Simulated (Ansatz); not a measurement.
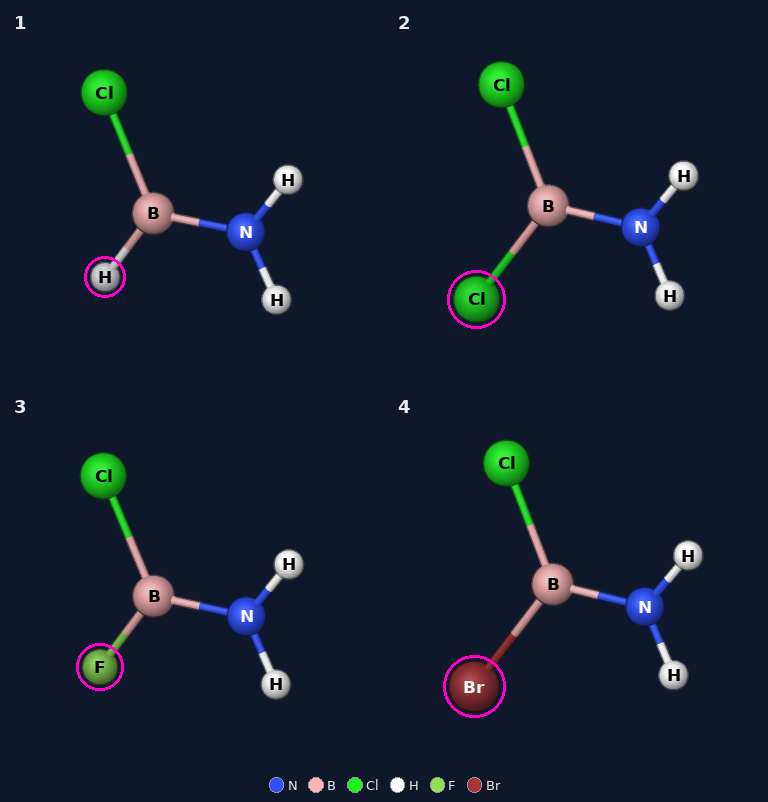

4 molecules with one skeleton, seen from the same side and at one scale; the atom that differs is circled. Charge 0, singlet. Computed geometries: PBE0-D4/def2-TZVP optimisations, one conformation each. Properties computed with Ansatz 0.2.0.

One atom differs, called X below: H in panel 1, Cl in panel 2, F in panel 3, Br in panel 4. Their formulas are BClH3N (`NBCl`), BCl2H2N (`NB(Cl)Cl`), BClFH2N (`NB(F)Cl`), BBrClH2N (`NB(Cl)Br`).

Rank them by the HOMO–LUMO gap, lowest first (ωB97M-V/def2-SVP).

Answer. 4 (Br), 1 (H), 2 (Cl), 3 (F).

Rank them by the length of X–B, lowest first (PBE0-D4/def2-TZVP).

Answer. 1 (H), 3 (F), 2 (Cl), 4 (Br).

Give the values. With PBE0-D4/def2-TZVP: length of X–B (Å), angle N–B–X (°). With ωB97M-V/def2-SVP: HOMO energy (Kohn–Sham orbital) (eV), HOMO–LUMO gap (eV). With PBE-D4/def2-TZVPP: dipole moment (D).

```json
{"quantity": "length of X–B (Å)", "1 (H)": "1.191", "2 (Cl)": "1.761", "3 (F)": "1.328", "4 (Br)": "1.926"}
{"quantity": "angle N–B–X (°)", "1 (H)": "121.5", "2 (Cl)": "120.3", "3 (F)": "120.6", "4 (Br)": "119.8"}
{"quantity": "HOMO energy (Kohn–Sham orbital) (eV)", "1 (H)": "−10.47", "2 (Cl)": "−10.64", "3 (F)": "−10.65", "4 (Br)": "−10.30"}
{"quantity": "HOMO–LUMO gap (eV)", "1 (H)": "13.20", "2 (Cl)": "13.49", "3 (F)": "13.90", "4 (Br)": "12.84"}
{"quantity": "dipole moment (D)", "1 (H)": "2.67", "2 (Cl)": "2.77", "3 (F)": "2.77", "4 (Br)": "2.79"}
```
